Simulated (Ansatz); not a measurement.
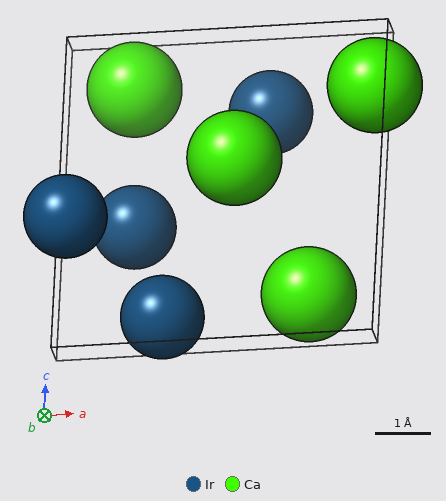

Starting frame of a dynamics run of an amorphous cell of composition CaIr (8 atoms in the cell). The picture is a spheres-only view of the simulation cell, seen from a free direction.

Method: DFT, PAW plane waves, PBE in Ansatz.

Input file:
```yaml
crystal:
  lattice:
    - [6.006589, -1.066031, -0.350701]
    - [-0.468636, 4.968355, 0.26501]
    - [0.726547, 0.483311, 5.674046]
  atoms:
    - { symbol: Ir, position: [0.228615, 0.653221, 0.401977] }
    - { symbol: Ir, position: [0.632119, 0.88302, 0.758333] }
    - { symbol: Ir, position: [0.336039, 0.370001, 0.093841] }
    - { symbol: Ir, position: [0.023398, 0.037798, 0.422616] }
    - { symbol: Ca, position: [0.962581, 0.348267, 0.80362] }
    - { symbol: Ca, position: [0.20192, 0.912685, 0.858351] }
    - { symbol: Ca, position: [0.535254, 0.382193, 0.596082] }
    - { symbol: Ca, position: [0.784252, 0.647186, 0.153186] }
kpoints:
  mp_grid: { grid: [3, 3, 3] }
magnetization:
  spin_polarized: false
scf:
  occupations: { method: fermi_dirac, width: 0.1 }
hamiltonian:
  pseudopotentials: { kind: paw }
  xc: pbe
basis:
  ecutwfc: 420
md:
  timestep: 1.5
  n_steps: 30
  ensemble: nvt_nose_hoover
  temperature: 100.0
  initial_velocities: maxwell_boltzmann
  seed: 883115
```

Command:
```bash
ansatz run input.yaml --threads 2 --pin off --max-ram 2560MiB --backend cpu --events-out ev --progress --plain --runs-dir out
```

> Predict how the run goes.

Over the second half the temperature averages 836 K (spread ±146 K). That is above the set 100 K, because the structure releases potential energy faster than the thermostat removes it. The potential energy is still drifting at the end, so the run hasn't reached equilibrium. The potential energy in the second half lies on average 103 meV per atom below the first frame. In the second half of the run the atoms are, in the root-mean-square, this far from where they began (common drift taken out): Ca 0.17 Å, Ir 0.07 Å. The run lasts only 45 fs, too short to tell vibration from diffusion. The conserved quantity stays between −0.026 and 0.00013 meV per atom of its start. A straight-line fit has a slope that amounts to −0.03 meV per atom over 45 fs (under 0.1 % of the mean kinetic energy), and the ripple about it is under 0.1 % of the kinetic energy's fluctuation. With a drift under 2 % and a ripple under 7 %, the integration is accurate.

Along the run (each row but the first and the last is the mean over the interval that it begins):

```tsv
time (fs)	potential energy (meV/atom)	T (K)
0.0	0.0	100
7.5	-15.5	236
15.0	-37.6	424
22.5	-66.6	648
30.0	-99.5	848
37.5	-133.3	975
45.0	-153.3	1019
```

The paths of the atoms, magnified 2 times:

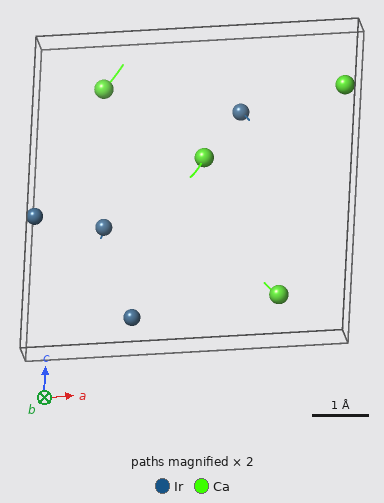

Limits of the set-up: the k-point mesh is coarse for a cell with partly filled bands; the periodic images lie only 5.0 Å apart, so the values are limited by the cell's size.
